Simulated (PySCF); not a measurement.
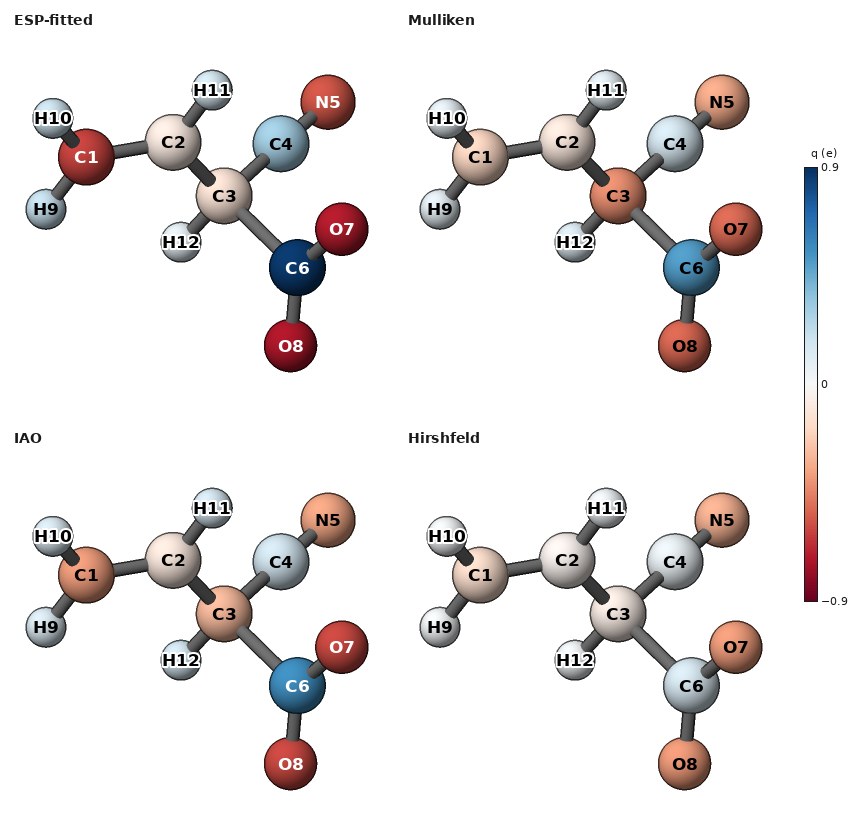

Atomic charges of one calculation by 4 schemes, on one colour scale. Charge −1, singlet. The computed structure is the end point of a GFN2-xTB optimisation. No frequency run is at hand to confirm it as a minimum. Computed with PBE0/pcSseg-1 (PySCF 2.14.0).

Which scheme gives the most polar picture (largest mean size of the charges)?

Answer. The ESP-fitted charges are the largest in size here, and the Hirshfeld charges the smallest.

On which atom do the schemes disagree most?

Answer. On C6 (from 0.15 to 0.86 e).

List the charges (e), one line for each set of equivalent atoms.

```
atom  ESP-fitted  Mulliken    IAO  Hirshfeld
  C1       −0.61     −0.19  −0.38      −0.15
  C2       −0.08     −0.09  −0.09      −0.04
  C3       −0.12     −0.41  −0.28      −0.07
  C4        0.30      0.15   0.16       0.06
  N5       −0.56     −0.33  −0.35      −0.31
  C6        0.86      0.51   0.55       0.15
  O7       −0.71     −0.51  −0.59      −0.38
  O8       −0.72     −0.52  −0.59      −0.38
  H9        0.20      0.09   0.13       0.03
 H10        0.19      0.08   0.13       0.02
 H11        0.16      0.09   0.15       0.04
 H12        0.09      0.13   0.16       0.04
```
